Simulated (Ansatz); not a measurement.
# CH5OSi radical: a spread of methods and bases, part 2 of 2

Ansatz 0.2.0, Gaussian basis; the settings change from run to run. The steps go on from the part before.

### 7 PBE0-DH/6-31G*

This run has charge +1, multiplicity 1, unrestricted orbitals, a point charge of 2.00 e beside it, the search for lower states set to light.

in.yaml

```yaml
crystal:
  periodic: [false, false, false]
  atoms:
    - {symbol: C, position_ang: [-0.688173, 0.901808, -0.099435]}
    - {symbol: Si, position_ang: [0.670253, -0.323380, -0.458406]}
    - {symbol: O, position_ang: [0.201247, -1.753585, 0.234573]}
    - {symbol: H, position_ang: [-1.628569, 0.588986, -0.557053]}
    - {symbol: H, position_ang: [-0.424666, 1.886959, -0.490927]}
    - {symbol: H, position_ang: [-0.841617, 0.986408, 0.980724]}
    - {symbol: H, position_ang: [1.974607, 0.132858, 0.129395]}
    - {symbol: H, position_ang: [0.828917, -2.477152, 0.205428]}
basis:
  gaussian: {orbitals: "6-31G*", point_charges: [{charge: 2.00, position_ang: [4.574, 0.954, 0.767]}]}
total_charge: 1
magnetization: {spin_polarized: true, initial_magnetization: 0}
hamiltonian: {xc: {name: PBE0-DH}}
scf: {lower_state_search: light}
output: {forces: true}
```

Command:

```console
$ ansatz run in.yaml --threads 2 --pin off --events-out ev --progress --plain --max-ram 32768MiB --backend cpu
```

Output, shortened:

```text
Functional definition: PBE0-DH
  name "PBE0-DH"
  cite "Brémond & Adamo, J. Chem. Phys. 135, 024106 (2011) doi:10.1063/1.3604569"
  cite "Perdew, Burke & Ernzerhof, Phys. Rev. Lett. 77, 3865 (1996) doi:10.1103/PhysRevLett.77.3865"
[...]
592 factors; integrals over basis functions are off by at most 7.9e-4 eV
[...]
mean field -11019.08590632 eV, -404.9439380525 hartree, gradient 5.4e-6 eV, S^2 0.000000; 1 other end points of the search recorded, 0 dependent functions left out
7 core orbitals not correlated: weight in the atoms' cores, before any rotation towards them, 1.000 or more for the frozen orbitals, at most 0.000 for the correlated occupied ones
reference -11019.08592071 eV, -404.9439385813 hartree; 9, 9 occupied and 43, 43 virtual orbitals, 592 factors
second order -13.42494437 eV of doubles, -0.00000000 eV of singles
[...]
Total energy: -11020.76403875 eV, -405.0056082820 hartree
Atom 0 at    -0.688173     0.901808    -0.099435 Å, force     0.303975     0.512255    -1.727986 eV/Å
Atom 1 at     0.670253    -0.323380    -0.458406 Å, force    -3.484297    -1.091933     3.881351 eV/Å
Atom 2 at     0.201247    -1.753585     0.234573 Å, force     1.293893     2.101739    -2.154914 eV/Å
Atom 3 at    -1.628569     0.588986    -0.557053 Å, force    -0.076854    -0.029330    -0.033251 eV/Å
Atom 4 at    -0.424666     1.886959    -0.490927 Å, force    -0.217553     0.061833    -0.032465 eV/Å
Atom 5 at    -0.841617     0.986408     0.980724 Å, force     0.383844    -0.506334     0.286599 eV/Å
Atom 6 at     1.974607     0.132858     0.129395 Å, force     1.091692    -0.147016    -0.887374 eV/Å
Atom 7 at     0.828917    -2.477152     0.205428 Å, force     0.053825    -1.151967     0.384111 eV/Å
Dipole moment:    -0.044837    -0.079409    -0.494100 e Å
```

Wall time 11 s (2 threads of AMD EPYC 7R13, shared host).

Largest force 5.329 eV/Å, ⟨S²⟩ 0.000.

### 8 B3LYP5/cc-pVDZ

This run has charge +1, multiplicity 1.

Changes to in.yaml since step 7:

```diff
@@ -12,7 +12,4 @@
 basis:
-  gaussian: {orbitals: "6-31G*", point_charges: [{charge: 2.00, position_ang: [4.574, 0.954, 0.767]}]}
+  gaussian: {orbitals: cc-pVDZ}
 total_charge: 1
-magnetization: {spin_polarized: true, initial_magnetization: 0}
-hamiltonian: {xc: {name: PBE0-DH}}
-scf: {lower_state_search: light}
-output: {forces: true}
+hamiltonian: {xc: {name: B3LYP5}}
```

The command is unchanged.

Output, shortened:

```text
Functional definition: B3LYP5
  name "B3LYP5"
  cite "Stephens, Devlin, Chabalowski & Frisch, J. Phys. Chem. 98, 11623 (1994) doi:10.1021/j100096a001"
  cite "Becke, Phys. Rev. A 38, 3098 (1988) doi:10.1103/PhysRevA.38.3098"
  cite "Lee, Yang & Parr, Phys. Rev. B 37, 785 (1988) doi:10.1103/PhysRevB.37.785"
  cite "Vosko, Wilk & Nusair, Can. J. Phys. 58, 1200 (1980) doi:10.1139/p80-159"
[...]
659 factors; integrals over basis functions are off by at most 1.3e-3 eV
[...]
mean field -11032.57667621 eV, -405.4397147017 hartree, gradient 1.4e-5 eV, S^2 0.000000; 0 other end points of the search recorded, 0 dependent functions left out
reference -11032.57688814 eV, -405.4397224898 hartree; 16, 16 occupied and 55, 55 virtual orbitals, 659 factors
Total energy: -11032.57688814 eV, -405.4397224898 hartree
```

It took 1.7 s on 2 threads of AMD EPYC 7R13, shared host.

### 9 B97/aug-cc-pVTZ

This run has a grid of angular degree 23, relativity set to scalar, high accuracy.

Changes to in.yaml since step 8:

```diff
@@ -12,4 +12,6 @@
 basis:
-  gaussian: {orbitals: cc-pVDZ}
-total_charge: 1
-hamiltonian: {xc: {name: B3LYP5}}
+  gaussian: {orbitals: aug-cc-pVTZ, final_grid: {core_spheres: 8, valence_spheres: 7, degree: 23}}
+magnetization: {spin_polarized: true, initial_magnetization: 1}
+hamiltonian: {xc: {name: B97}, pseudopotentials: {relativity: scalar}}
+accuracy: high
+output: {forces: true}
```

The command is unchanged.

Output, shortened:

```text
Functional definition: B97
  name "B97"
  cite "Becke, J. Chem. Phys. 107, 8554 (1997) doi:10.1063/1.475007"
[...]
      + integral(e_c_pw_opposite_spin*poly(b97_u_opposite, cos0, cos1, cos2))
3953 factors; integrals over basis functions are off by at most 3.8e-9 eV
[...]
mean field -11059.17344699 eV, -406.4171280000 hartree, gradient 9.1e-8 eV, S^2 0.751666; 0 other end points of the search recorded, 0 dependent functions left out
[...]
reference -11059.17345332 eV, -406.4171282326 hartree; 17, 16 occupied and 240, 241 virtual orbitals, 3953 factors
Total energy: -11059.17345332 eV, -406.4171282326 hartree
Relativity: scalar
Atom 0 at    -0.688173     0.901808    -0.099435 Å, force    -0.149327     0.146488     0.027226 eV/Å
Atom 1 at     0.670253    -0.323380    -0.458406 Å, force     0.267738     0.240741    -0.285902 eV/Å
Atom 2 at     0.201247    -1.753585     0.234573 Å, force    -0.106510    -0.401866     0.193031 eV/Å
Atom 3 at    -1.628569     0.588986    -0.557053 Å, force    -0.020330     0.010775    -0.003587 eV/Å
Atom 4 at    -0.424666     1.886959    -0.490927 Å, force    -0.010779     0.017395    -0.002295 eV/Å
Atom 5 at    -0.841617     0.986408     0.980724 Å, force    -0.013956     0.009522     0.030587 eV/Å
Atom 6 at     1.974607     0.132858     0.129395 Å, force     0.035757     0.002625     0.026762 eV/Å
Atom 7 at     0.828917    -2.477152     0.205428 Å, force    -0.002593    -0.025679     0.014179 eV/Å
Dipole moment:     0.088159    -0.022852     0.009622 e Å
```

Run time: 57 s. Hardware: 2 threads of AMD EPYC 7R13, shared host; peak memory 2 GiB.

Largest force 0.460 eV/Å, dipole 0.44 D, ⟨S²⟩ 0.752.

### 10 PBE0/def2-TZVPD

Options: D3(BJ) dispersion, the search for lower states set to off.

Changes to in.yaml since step 9:

```diff
@@ -12,6 +12,6 @@
 basis:
-  gaussian: {orbitals: aug-cc-pVTZ, final_grid: {core_spheres: 8, valence_spheres: 7, degree: 23}}
+  gaussian: {orbitals: def2-TZVPD}
 magnetization: {spin_polarized: true, initial_magnetization: 1}
-hamiltonian: {xc: {name: B97}, pseudopotentials: {relativity: scalar}}
-accuracy: high
+hamiltonian: {xc: {name: PBE0}, dispersion: d3bj}
+scf: {lower_state_search: off}
 output: {forces: true}
```

Same command.

Output, shortened:

```text
Functional definition: PBE0
  name "PBE0"
  cite "Adamo & Barone, J. Chem. Phys. 110, 6158 (1999) doi:10.1063/1.478522"
  cite "Perdew, Burke & Ernzerhof, Phys. Rev. Lett. 77, 3865 (1996) doi:10.1103/PhysRevLett.77.3865"
  parent pbe
[...]
909 factors; their error is unknown
[...]
mean field -11037.97059866 eV, -405.6379376954 hartree, gradient 4.8e-6 eV, S^2 0.752041; 0 other end points of the search recorded, 0 dependent functions left out
[...]
reference -11037.97063783 eV, -405.6379391350 hartree; 17, 16 occupied and 148, 149 virtual orbitals, 909 factors
Total energy: -11038.08275864 eV, -405.6420594987 hartree
Atom 0 at    -0.688173     0.901808    -0.099435 Å, force     0.002338    -0.004699    -0.009404 eV/Å
Atom 1 at     0.670253    -0.323380    -0.458406 Å, force    -0.005557     0.050584    -0.005822 eV/Å
Atom 2 at     0.201247    -1.753585     0.234573 Å, force     0.002417    -0.008426     0.007179 eV/Å
Atom 3 at    -1.628569     0.588986    -0.557053 Å, force     0.000365     0.000081    -0.000693 eV/Å
Atom 4 at    -0.424666     1.886959    -0.490927 Å, force     0.000603    -0.002217     0.000057 eV/Å
Atom 5 at    -0.841617     0.986408     0.980724 Å, force     0.001385    -0.000096     0.004173 eV/Å
Atom 6 at     1.974607     0.132858     0.129395 Å, force    -0.004047    -0.010005    -0.001411 eV/Å
Atom 7 at     0.828917    -2.477152     0.205428 Å, force     0.002495    -0.025222     0.005921 eV/Å
Dipole moment:     0.089304    -0.018675     0.011289 e Å
Checks for a lower state left out: stability, starts, cluster_reference, orbital_swaps, neighbouring_geometries, increment
```

Wall time 6 s (2 threads of AMD EPYC 7R13, shared host).

Largest force 0.051 eV/Å, dipole 0.44 D, ⟨S²⟩ 0.752.

### 11 The runs in one table

```
           level  charge  multiplicity               geometry  functions  energy (eV)   time
   B3LYP/cc-pVTZ       0             2                 scaled        164   -11043.667   23 s
rPW86-PBE/6-31G*       0             2                relaxed         59   -11056.685  4.6 s
  BLYP/6-31++G**       0             2  relaxed, point charge         91   -11041.782  9.6 s
     PBE0/STO-3G       0             2                relaxed         24   -10902.720  1.6 s
HSE06/def2-TZVPP       0             2                 shaken        174   -11053.472    9 s
  PBE0-DH/6-31G*       1             1  relaxed, point charge         59   -11020.764   11 s
  B3LYP5/cc-pVDZ       1             1                relaxed         71   -11032.577  1.7 s
 B97/aug-cc-pVTZ       0             2                relaxed        257   -11059.173   57 s
 PBE0/def2-TZVPD       0             2                relaxed        165   -11038.083    6 s
```

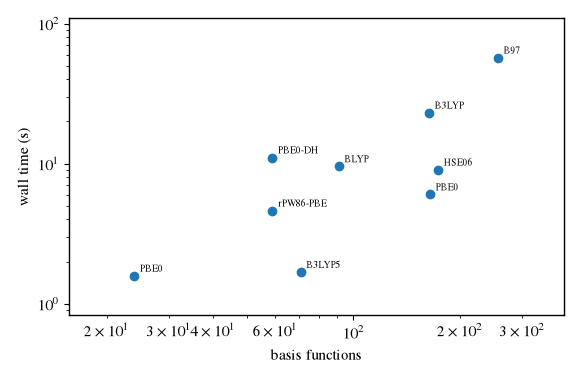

Wall time against the number of basis functions (shared host).

### 12 Summary of results

This closing draws on all 2 parts.

```
                                         quantity                  value
                                             runs                      9
                                         quickest     PBE0/STO-3G, 1.6 s
                                          slowest  B97/aug-cc-pVTZ, 57 s
spread of total energies, same state and geometry               156.5 eV
                  dipole, same state and geometry         0.44 to 1.24 D
```

In words: B97/aug-cc-pVTZ took 36 times as long as PBE0/STO-3G. The jobs differ in tasks and options as well as level. Total energies at one charge and spin differ by 156 eV between levels, so only differences within one level mean anything. Some of these runs are scalar-relativistic and others not, which shifts the totals of all-electron atoms past neon by eV; core potentials, where a basis has them, take the core out of the total altogether. At the PBE0-D4/def2-TZVP geometry and in the same state, runs without warnings or point charges leave forces up to 3.57 eV/Å (PBE0/STO-3G). At that geometry and state the dipole changes by 181 % between the lowest and highest value.
